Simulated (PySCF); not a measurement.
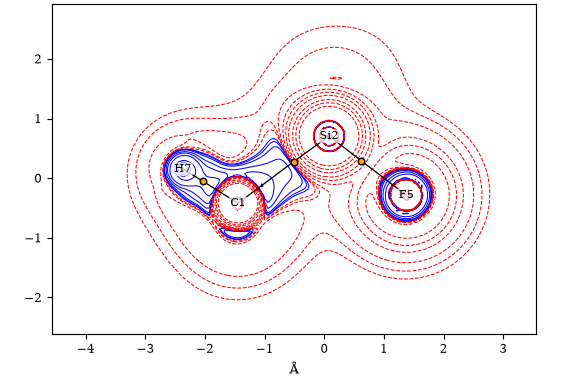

Figure 1: C₃H₉FSi, SMILES `C[Si](C)(C)F`. Negative Laplacian of the density (−∇²ρ) in the plane of C1, Si2, F5 and H7 (solid blue lines positive, dashed red lines negative, contours at ±0.02 to ±8 a.u.), with bond paths and bond critical points (dots).

Method: ωB97X/def2-TZVP; geometry: GFN2-xTB; program: PySCF. No frequency check shows the geometry to be a minimum.

### At which bond critical points in this plane is charge locally concentrated, and at which depleted?

Concentrated (∇²ρ < 0): C1–H7 (−0.92 a.u.). Depleted (∇²ρ > 0): Si2–F5 (+0.87 a.u., H = −0.037); C1–Si2 (+0.13 a.u., H = −0.077). A positive Laplacian with clearly negative H marks a strongly polar covalent bond, whose critical point lies close to the core of the less electronegative atom.

### Where along C1–H7 does the critical point lie?

0.69 Å from C1 and 0.40 Å from H7.
